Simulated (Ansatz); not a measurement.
```
Si O
1.0
     6.82009    0.00000    0.00000
     0.00000    6.82009    0.00000
     0.00000    0.00000    3.53615
Si O
4 12
Direct
  0.00000 0.00000 0.00000
  0.50000 0.50000 0.50000
  0.00000 0.50000 0.25000
  0.50000 0.00000 0.75000
  0.00000 0.00000 0.50000
  0.50000 0.50000 0.00000
  0.25000 0.50000 0.37500
  0.75000 0.00000 0.87500
  0.25000 0.00000 0.87500
  0.75000 0.50000 0.37500
  0.00000 0.75000 0.12500
  0.50000 0.25000 0.62500
  0.00000 0.25000 0.12500
  0.50000 0.75000 0.62500
  0.50000 0.00000 0.25000
  0.00000 0.50000 0.75000
```

Space group I4₁/amd; a structure generated by program, which may or may not match a known phase; spin-polarised.

Computed with DFT PBE, scalar-relativistic, plane waves, PAW (Ansatz 0.2.0).

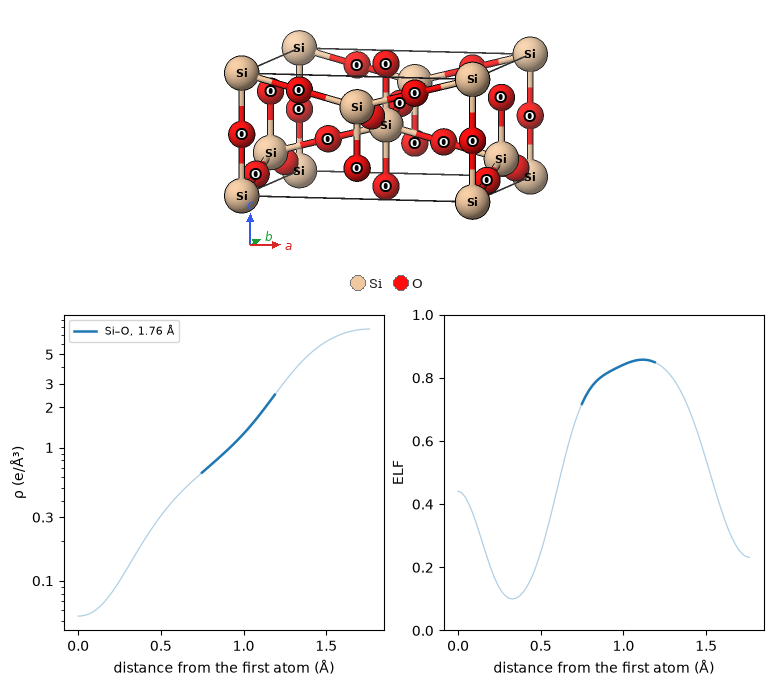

SiO3. Valence pseudo-density and electron localisation function along straight lines between neighbouring atoms. Thin, pale parts lie inside the atomic spheres. The structure is drawn too.

The density is the valence pseudo-density of a PAW calculation; it isn't the true density close to the nuclei.

Q: What can be read from the curves?

A: Si–O (1.76 Å): the density is about 0.9 e/Å³ at the midpoint; the ELF peaks at about 0.85 between the atoms.
